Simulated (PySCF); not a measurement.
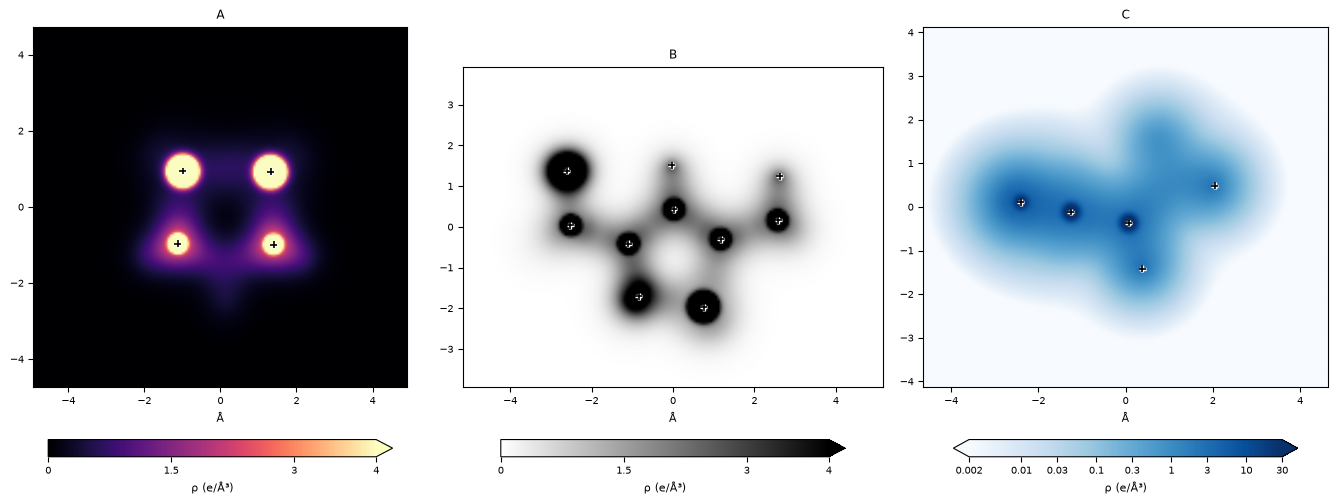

The electron density of 3 systems, each on a plane through atoms (crosses mark nuclei in the plane).

Method: PBE0/pcSseg-1, SCF density, gas phase, non-relativistic in PySCF.

System 1: C4H12Si2, the plane of atoms Si2, Si6 and C5. Geometry: GFN2-xTB.

```yaml
atoms:
  - { symbol: C, position_ang: [2.6626, 0.1684, 0.1809] }
  - { symbol: Si, position_ang: [0.9837, 0.0177, -0.7024] }
  - { symbol: C, position_ang: [-0.2504, 1.3379, -0.0561] }
  - { symbol: C, position_ang: [-1.6645, 0.7598, -0.1224] }
  - { symbol: C, position_ang: [-1.7505, -0.5981, 0.5766] }
  - { symbol: Si, position_ang: [-0.3957, -1.7532, -0.1281] }
  - { symbol: H, position_ang: [2.5629, 0.0353, 1.2541] }
  - { symbol: H, position_ang: [3.3552, -0.5849, -0.1805] }
  - { symbol: H, position_ang: [3.1171, 1.1398, 0.0097] }
  - { symbol: H, position_ang: [1.2181, 0.2447, -2.1429] }
  - { symbol: H, position_ang: [-0.0207, 1.5933, 0.9809] }
  - { symbol: H, position_ang: [-0.2102, 2.2692, -0.6213] }
  - { symbol: H, position_ang: [-1.9530, 0.6407, -1.1709] }
  - { symbol: H, position_ang: [-2.3759, 1.4577, 0.3310] }
  - { symbol: H, position_ang: [-1.5946, -0.4538, 1.6478] }
  - { symbol: H, position_ang: [-2.7546, -1.0064, 0.4621] }
  - { symbol: H, position_ang: [-0.9563, -2.5457, -1.2309] }
  - { symbol: H, position_ang: [0.0182, -2.7161, 0.9008] }
```

System 2: C5H8N (SMILES CCC[CH-]C#N) (charge −1), the plane of atoms C5, C4 and H14. Geometry: GFN2-xTB.

```xyz
14

C     1.4639    0.4778    0.5382
C     0.7440   -0.8616    0.5932
C    -0.5842   -0.8120   -0.2132
C    -1.6258    0.0996    0.3538
C    -1.6585    1.4176    0.0495
N    -1.7861    2.5435   -0.2690
H     1.8721    0.6508   -0.4572
H     2.2796    0.5307    1.2623
H     0.7453    1.2690    0.7476
H     0.5094   -1.1052    1.6350
H     1.3980   -1.6565    0.2064
H    -0.3386   -0.5048   -1.2379
H    -0.9673   -1.8470   -0.2628
H    -2.0525   -0.2024    1.3120
```

System 3: C5H4F3NS (SMILES Cc1cc(C(F)(F)F)ns1), the plane of atoms C1, C2 and C3. Geometry: GFN2-xTB, NEB image 0 of 0 to 8.

```tsv
atom	x (Å)	y (Å)	z (Å)
C	-2.5947	0.0081	0.2097
C	-1.1673	0.3208	-0.0375
C	-0.0616	-0.4545	0.1900
C	1.1020	0.2412	-0.1926
C	2.4965	-0.2946	-0.0866
F	3.1133	-0.3658	-1.2748
F	2.5123	-1.5368	0.4247
F	3.2772	0.4521	0.7074
N	0.9234	1.4482	-0.6739
S	-0.6490	1.8306	-0.7010
H	-2.6942	-0.9911	0.6265
H	-3.0265	0.7261	0.9058
H	-3.1623	0.0620	-0.7185
H	-0.0697	-1.4470	0.5985
```

Question: Match each panel to its system.

Answer: Panel A is system 1, C4H12Si2: the plane holds Si and C. C–Si (1.92 Å): ρ at the midpoint is about 0.89 e/Å³. Panel B is system 3, C5H4F3NS: the plane holds C, F, N, S and H. C–N (1.31 Å): ρ at the midpoint is about 2.5 e/Å³. Panel C is system 2, C5H8N: the plane holds C, N and H. C–N (1.18 Å): ρ is about 3.3 e/Å³ halfway.
